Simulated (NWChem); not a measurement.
**A workflow on F2H2SSi**

Wanted: a single-point energy (singlet F2H2SSi, BLYP-D3(0)/jun-cc-pV(D+d)Z), then a single-point energy (singlet F2Si, BLYP-D3(0)/jun-cc-pV(D+d)Z), then the energy (singlet H2S, BLYP-D3(0)/jun-cc-pV(D+d)Z), then a single-point energy (singlet F2Si, BLYP-D3(0)/jun-cc-pV(D+d)Z), then a single-point energy (singlet H2S, BLYP-D3(0)/jun-cc-pV(D+d)Z) of F2H2SSi and its partners. 

The calculation is run with NWChem 7.3.0.

### Step 1. Starting point

F2H2SSi: 6 atoms, total charge 0, spin state singlet.

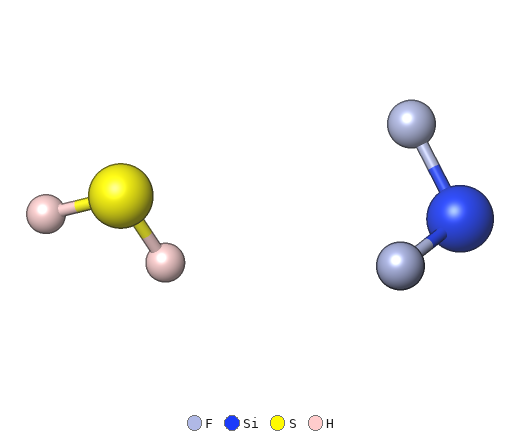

Viewed from a chosen angle; fluorine light blue, silicon blue, sulfur yellow, hydrogen pink.

### Step 2. The energy at BLYP-D3(0)/jun-cc-pV(D+d)Z (pair key 8de0b3c47f, separation 1.3) (run 1)

The input, job.nw:

```
START job
TITLE "F2H2SSi BLYP"
memory stack 880 mb heap 220 mb global 1100 mb
charge 0
GEOMETRY units angstrom noautosym nocenter noautoz
   F      0.166300     1.246800     0.229400
   Si    -0.594900    -0.046400    -0.330100
   F      0.428600    -1.200400     0.100700
   S      1.775680    -0.161260     4.191200
   H      1.569690    -0.221550     5.515100
   H      0.624250    -0.797090     3.928670
END
BASIS spherical bse
   * library "jun-cc-pV(D+d)Z"
END
DFT
   xc becke88 lyp
   mult 1
   disp vdw 3
   grid fine
   convergence energy 1e-08
   iterations 100
   mulliken
   print low
END
TASK dft
```

Run with:

```
$ nwchem job.nw > job.out
```

The program printed:

```text
Northwest Computational Chemistry Package (NWChem) 7.3.0
             --------------------------------------------------------

           Job information
           ---------------

    nwchem branch   = 7.3.0
    use scalapack   = T
    input           = job.nw
    prefix          = job.
    data base       = ./job.db
    status          = startup
    nproc           =        1

           Memory information
           ------------------

    heap     =     28835836 doubles =      220.0 Mbytes
    stack    =    115343361 doubles =      880.0 Mbytes
    global   =    144179200 doubles =     1100.0 Mbytes (distinct from heap & stack)
    total    =    288358397 doubles =     2200.0 Mbytes
    verify   = yes
    hardfail = no

[... 39 lines left out ...]
            Nuclear Dipole moment (a.u.)
[... 85 lines left out ...]
   convergence    iter        energy       DeltaE   RMS-Dens  Diis-err    time
[... 14 lines left out ...]
         Total DFT energy =     -888.667772098714
      One electron energy =    -1584.778043288729
           Coulomb energy =      586.541759701083
    Exchange-Corr. energy =      -68.209023201500
 Nuclear repulsion energy =      177.778861603054
[... 20 lines left out ...]
     -------------------------------------------
      Total Density - Lowdin Population Analysis
     -------------------------------------------

    Atom       Charge   Shell Charges
 -----------   ------   -------------------------------------------------------
    1 F    9     9.36   1.92  0.92  0.79  0.19  3.19  1.97  0.38  0.00
    2 Si  14    13.28   2.00  1.79  0.84  0.50  0.20  5.93  0.95  0.45  0.03  0.01  0.58
    3 F    9     9.36   1.92  0.92  0.79  0.19  3.19  1.97  0.38  0.00
    4 S   16    16.08   2.00  1.79  0.96  0.72  0.15  5.95  2.24  1.87  0.31  0.00  0.08
    5 H    1     0.96   0.60  0.27  0.09
    6 H    1     0.96   0.60  0.27  0.09

 Task  times  cpu:       25.5s     wall:       25.5s
 Total times  cpu:       25.5s     wall:       25.5s
```

Wall time 26 s (1 thread of Intel Xeon 6975P-C (Granite Rapids), shared host); peak memory 0.12 GiB.

### Step 3. F2Si: the energy at BLYP-D3(0)/jun-cc-pV(D+d)Z (pair key 8de0b3c47f, separation 1.3) (run 2)

The input, f2si.nw:

```
start f2si
title "F2Si BLYP"
memory total 2200 mb
geometry units atomic noautosym nocenter noautoz
 F    0.31426145   2.35611053   0.43350317
 Si  -1.12419807  -0.08768329  -0.62379859
 F    0.80993662  -2.26842724   0.19029542
end
basis spherical bse
 F library "jun-cc-pV(D+d)Z"
 Si library "jun-cc-pV(D+d)Z"
end
dft
 xc becke88 lyp
 disp vdw 3
 grid fine
 convergence energy 1e-08
 maxiter 100
 mulliken
 noprint "final vectors analysis"
end
task dft energy
```

Run with:

```
$ nwchem f2si.nw > f2si.out
```

The program printed:

```text
Northwest Computational Chemistry Package (NWChem) 7.3.0
             --------------------------------------------------------

           Job information
           ---------------

    nwchem branch   = 7.3.0
    use scalapack   = T
    input           = f2si.nw
    prefix          = f2si.
    data base       = ./f2si.db
    status          = startup
    nproc           =        1

           Memory information
           ------------------

    heap     =     72089600 doubles =      550.0 Mbytes
    stack    =     72089597 doubles =      550.0 Mbytes
    global   =    144179200 doubles =     1100.0 Mbytes (distinct from heap & stack)
    total    =    288358397 doubles =     2200.0 Mbytes
    verify   = yes
    hardfail = no

[... 31 lines left out ...]
            Nuclear Dipole moment (a.u.)
[... 77 lines left out ...]
          Convergence on energy requested:  1.00D-08
[... 19 lines left out ...]
          Spatial weights used:  Erf1
[... 4 lines left out ...]
          total energy or number of iterations.
[... 38 lines left out ...]
 2-e energy   =     290.263402
[... 35 lines left out ...]
      One electron energy =     -879.727190979536
[... 2 lines left out ...]
 Nuclear repulsion energy =      100.658413757844
[... 27 lines left out ...]
 center of mass
 --------------
 x =  -0.15299493 y =  -0.01193304 z =  -0.08489431

 moments of inertia (a.u.)
 ------------------
         218.101236776177          18.201016226188         -24.278963423495
          18.201016226188          62.822039266112         -12.666959387416
         -24.278963423495         -12.666959387416         251.584697400406

     Multipole analysis of the density
     ---------------------------------

     L   x y z        total         alpha         beta         nuclear
     -   - - -        -----         -----         ----         -------
     0   0 0 0     -0.000000    -16.000000    -16.000000     32.000000

     1   1 0 0     -0.444728      2.588131      2.588131     -5.620990
[... 8 lines of this table left out ...]
     2   0 0 2    -15.735701    -11.600341    -11.600341      7.464982

 Task  times  cpu:        5.7s     wall:        5.7s
 Total times  cpu:        5.8s     wall:        5.8s
```

Run time: 6.6 s. Hardware: 1 thread of Intel Xeon 6975P-C (Granite Rapids), shared host; peak memory 0.11 GiB.

### Step 4. H2S: a single-point energy at BLYP-D3(0)/jun-cc-pV(D+d)Z (pair key 8de0b3c47f, separation 1.3) (run 3)

The input, nw.nw:

```
start nw
memory stack 880 mb heap 220 mb global 1100 mb

geometry units au noautosym nocenter noautoz
   S    3.35554888  -0.30473723   7.92022013
   H    2.96628420  -0.41866882  10.42202855
   H    1.17966153  -1.50628180   7.42411033
end

basis spherical bse
   S library "jun-cc-pV(D+d)Z"
   H library "jun-cc-pV(D+d)Z"
end

dft
   xc becke88 lyp
   disp vdw 3
   grid fine
   convergence energy 1e-08
   maxiter 100
   mulliken
   print low
end

task dft energy
```

Run with:

```
$ nwchem nw.nw > nw.out
```

The program printed:

```text
Northwest Computational Chemistry Package (NWChem) 7.3.0
             --------------------------------------------------------

           Job information
           ---------------

    nwchem branch   = 7.3.0
    use scalapack   = T
    input           = nw.nw
    prefix          = nw.
    data base       = ./nw.db
    status          = startup
    nproc           =        1

           Memory information
           ------------------

    heap     =     28835836 doubles =      220.0 Mbytes
    stack    =    115343361 doubles =      880.0 Mbytes
    global   =    144179200 doubles =     1100.0 Mbytes (distinct from heap & stack)
    total    =    288358397 doubles =     2200.0 Mbytes
    verify   = yes
    hardfail = no

[... 28 lines left out ...]
            Nuclear Dipole moment (a.u.)
[... 66 lines left out ...]
   convergence    iter        energy       DeltaE   RMS-Dens  Diis-err    time
[... 11 lines left out ...]
         Total DFT energy =     -399.387404314139
      One electron energy =     -576.565384176512
           Coulomb energy =      190.659507378184
    Exchange-Corr. energy =      -26.380550961765
 Nuclear repulsion energy =       12.899085449109
[... 3 lines left out ...]
 Numeric. integr. density =       17.999998529602

     Total iterative time =      2.2s

     ---------------------------------------------
      Total Density - Mulliken Population Analysis
     ---------------------------------------------

    Atom       Charge   Shell Charges
 -----------   ------   -------------------------------------------------------
    1 S   16    16.18   2.00  2.03  0.96  0.81  0.05  6.01  2.38  1.74  0.14  0.00  0.05
    2 H    1     0.91   0.72  0.16  0.03
    3 H    1     0.91   0.72  0.16  0.03

     -------------------------------------------
      Total Density - Lowdin Population Analysis
     -------------------------------------------

    Atom       Charge   Shell Charges
 -----------   ------   -------------------------------------------------------
    1 S   16    16.08   2.00  1.80  0.96  0.72  0.15  5.95  2.24  1.88  0.31  0.00  0.08
    2 H    1     0.96   0.60  0.27  0.09
    3 H    1     0.96   0.60  0.27  0.09

 Task  times  cpu:        2.4s     wall:        2.4s
 Total times  cpu:        2.4s     wall:        2.4s
```

Wall time 3 s (1 thread of Intel Xeon 6975P-C (Granite Rapids), shared host); peak memory 0.11 GiB.

### Step 5. F2Si among ghost functions: the energy at BLYP-D3(0)/jun-cc-pV(D+d)Z (pair key 8de0b3c47f, separation 1.3, with ghost functions) (run 4)

The input, f2si.nw:

```
start f2si
memory 2200 mb
geometry units angstrom noautosym nocenter noautoz
F        0.166300       1.246800       0.229400
Si      -0.594900      -0.046400      -0.330100
F        0.428600      -1.200400       0.100700
bqS      1.775680    -0.161260     4.191200
bqH      1.569690    -0.221550     5.515100
bqH      0.624250    -0.797090     3.928670
end
basis "ao basis" spherical bse
F library "jun-cc-pV(D+d)Z"
Si library "jun-cc-pV(D+d)Z"
bqS library S "jun-cc-pV(D+d)Z"
bqH library H "jun-cc-pV(D+d)Z"
end
dft
xc becke88 lyp
disp vdw 3
grid fine
convergence energy 1e-08
maxiter 100
mulliken
noprint "final vectors analysis"
end
task dft energy
```

Run with:

```
$ nwchem f2si.nw > f2si.out
```

The program printed:

```text
Northwest Computational Chemistry Package (NWChem) 7.3.0
             --------------------------------------------------------

           Job information
           ---------------

    nwchem branch   = 7.3.0
    use scalapack   = T
    input           = f2si.nw
    prefix          = f2si.
    data base       = ./f2si.db
    status          = startup
    nproc           =        1

           Memory information
           ------------------

    heap     =     72089600 doubles =      550.0 Mbytes
    stack    =     72089597 doubles =      550.0 Mbytes
    global   =    144179200 doubles =     1100.0 Mbytes (distinct from heap & stack)
    total    =    288358397 doubles =     2200.0 Mbytes
    verify   = yes
    hardfail = no

[... 34 lines left out ...]
            Nuclear Dipole moment (a.u.)
[... 88 lines left out ...]
          Convergence on energy requested:  1.00D-08
[... 21 lines left out ...]
          Spatial weights used:  Erf1
[... 4 lines left out ...]
          total energy or number of iterations.
[... 38 lines left out ...]
 2-e energy   =     290.263409
[... 38 lines left out ...]
      One electron energy =     -879.726840043776
[... 2 lines left out ...]
 Nuclear repulsion energy =      100.658420896160
[... 33 lines left out ...]
 center of mass
 --------------
 x =  -0.15299492 y =  -0.01193304 z =  -0.08489431

 moments of inertia (a.u.)
 ------------------
         218.101205758189          18.201013192014         -24.278960121718
          18.201013192014          62.822030454959         -12.666957728234
         -24.278960121718         -12.666957728234         251.584661436644

     Multipole analysis of the density
     ---------------------------------

     L   x y z        total         alpha         beta         nuclear
     -   - - -        -----         -----         ----         -------
     0   0 0 0     -0.000000    -16.000000    -16.000000     32.000000

     1   1 0 0     -0.444958      2.588016      2.588016     -5.620990
[... 8 lines of this table left out ...]
     2   0 0 2    -15.735772    -11.600376    -11.600376      7.464981

 Task  times  cpu:       14.9s     wall:       14.9s
 Total times  cpu:       14.9s     wall:       14.9s
```

It took 16 s on 1 thread of Intel Xeon 6975P-C (Granite Rapids), shared host; peak memory 0.12 GiB.

### Step 6. H2S among ghost functions: a single-point energy at BLYP-D3(0)/jun-cc-pV(D+d)Z (pair key 8de0b3c47f, separation 1.3, with ghost functions) (run 5)

The input, run.nw:

```
start run
title "H2S BLYP"
memory total 2200 mb
charge 0

geometry units angstroms noautosym nocenter noautoz
   S        1.775680      -0.161260       4.191200
   H        1.569690      -0.221550       5.515100
   H        0.624250      -0.797090       3.928670
   bqF      0.166300     1.246800     0.229400
   bqSi    -0.594900    -0.046400    -0.330100
   bqF      0.428600    -1.200400     0.100700
end

basis spherical bse
   S library "jun-cc-pV(D+d)Z"
   H library "jun-cc-pV(D+d)Z"
   bqF library F "jun-cc-pV(D+d)Z"
   bqSi library Si "jun-cc-pV(D+d)Z"
end

dft
   xc becke88 lyp
   disp vdw 3
   grid fine
   convergence energy 1e-08
   iterations 100
   mulliken
   noprint "final vectors analysis"
end

task dft
```

Run with:

```
$ nwchem run.nw > run.out
```

The program printed:

```text
Northwest Computational Chemistry Package (NWChem) 7.3.0
             --------------------------------------------------------

           Job information
           ---------------

    nwchem branch   = 7.3.0
    use scalapack   = T
    input           = run.nw
    prefix          = run.
    data base       = ./run.db
    status          = startup
    nproc           =        1

           Memory information
           ------------------

    heap     =     72089600 doubles =      550.0 Mbytes
    stack    =     72089597 doubles =      550.0 Mbytes
    global   =    144179200 doubles =     1100.0 Mbytes (distinct from heap & stack)
    total    =    288358397 doubles =     2200.0 Mbytes
    verify   = yes
    hardfail = no

[... 37 lines left out ...]
            Nuclear Dipole moment (a.u.)
[... 90 lines left out ...]
          Convergence on energy requested:  1.00D-08
[... 21 lines left out ...]
          Spatial weights used:  Erf1
[... 4 lines left out ...]
          total energy or number of iterations.
[... 38 lines left out ...]
 2-e energy   =     164.078883
[... 57 lines left out ...]
      One electron energy =     -576.564313497114
[... 2 lines left out ...]
 Nuclear repulsion energy =       12.899086391951
[... 33 lines left out ...]
 center of mass
 --------------
 x =   3.27948517 y =  -0.34374453 z =   7.97969378

 moments of inertia (a.u.)
 ------------------
           7.852224941459          -2.578737038083          -0.260193968557
          -2.578737038083          11.163455490944          -0.392346162086
          -0.260193968557          -0.392346162086           6.143977377136

     Multipole analysis of the density
     ---------------------------------

     L   x y z        total         alpha         beta         nuclear
     -   - - -        -----         -----         ----         -------
     0   0 0 0      0.000000     -9.000000     -9.000000     18.000000

     1   1 0 0     -0.358426    -29.096575    -29.096575     57.834724
[... 8 lines of this table left out ...]
     2   0 0 2     -5.124054   -586.269085   -586.269085   1167.414117

 Task  times  cpu:       15.3s     wall:       15.3s
 Total times  cpu:       15.4s     wall:       15.4s
```

Run time: 16 s. Hardware: 1 thread of Intel Xeon 6975P-C (Granite Rapids), shared host; peak memory 0.12 GiB.

### Step 7. What came out

| quantity | value |
| --- | --- |
| run 1, BLYP-D3(0)/jun-cc-pV(D+d)Z: total energy | -888.66777 Eh |
| run 1, BLYP-D3(0)/jun-cc-pV(D+d)Z: dispersion energy | -3.48 kJ/mol |
| F2Si: total energy | -489.28015 Eh |
| F2Si: dipole moment | 1.30 D |
| F2Si: dispersion energy | -1.05 kJ/mol |
| H2S: total energy | -399.38740 Eh |
| H2S: dispersion energy | -0.16 kJ/mol |
| F2Si among ghost functions: total energy | -489.28020 Eh |
| F2Si among ghost functions: dipole moment | 1.30 D |
| F2Si among ghost functions: dispersion energy | -1.05 kJ/mol |
| H2S among ghost functions: total energy | -399.38746 Eh |
| H2S among ghost functions: dipole moment | 1.24 D |
| H2S among ghost functions: dispersion energy | -0.16 kJ/mol |
| interaction energy of the rigid parts F2Si and H2S (parts in their own basis) | -0.006 eV |
| interaction energy of the rigid parts F2Si and H2S (parts in the whole basis, counterpoise) | -0.003 eV |

The interaction energy of the rigid parts F2Si and H2S (parts in their own basis) is −0.01 eV (−0.6 kJ/mol): the parts attract. The interaction energy of the rigid parts F2Si and H2S (parts in the whole basis, counterpoise) is −0.00 eV (−0.3 kJ/mol): the parts attract. The basis-set superposition error is 0.3 kJ/mol. Mulliken charges (run 1, BLYP-D3(0)/jun-cc-pV(D+d)Z) run from -0.20 on F3 to +0.39 on Si2.
